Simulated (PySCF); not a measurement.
HGeI3, SMILES [I][GeH]([I])[I] at its PBE0/def2-SVP optimised geometry (Å):

```
5

Ge    -0.8227    -0.8241     0.0000
I     -1.6841    -2.0602     2.0074
I      1.6873    -0.8241     0.0000
I     -1.6873     1.5323     0.0000
H     -1.3182    -1.5323    -1.2689
```

Level of theory: PySCF 2.14.0 with PBE0/def2-TZVP, def2 effective core potentials past Kr. The core electrons that the potentials of I replace are not part of the density. Cells within 0.4 Å of a nucleus heavier than hydrogen are left out (blank, or x).

Map of the Laplacian of the electron density (e/bohr⁵), clipped to [-1.50, 1.50] on the plane z = 0.0 Å:

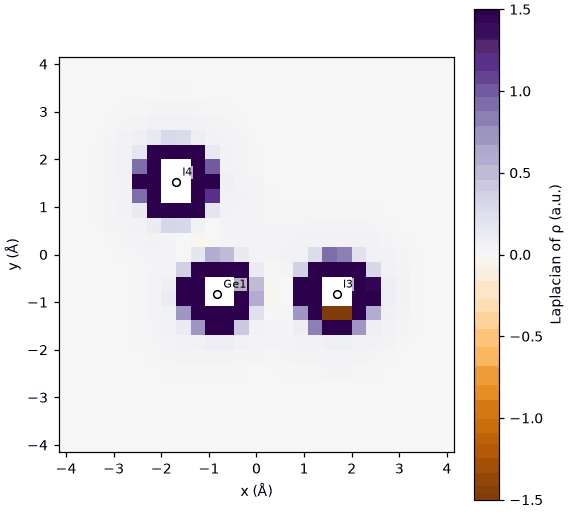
Figure. Laplacian of the electron density (e/bohr⁵), clipped to [-1.50, 1.50] on the plane z = 0.0 Å.
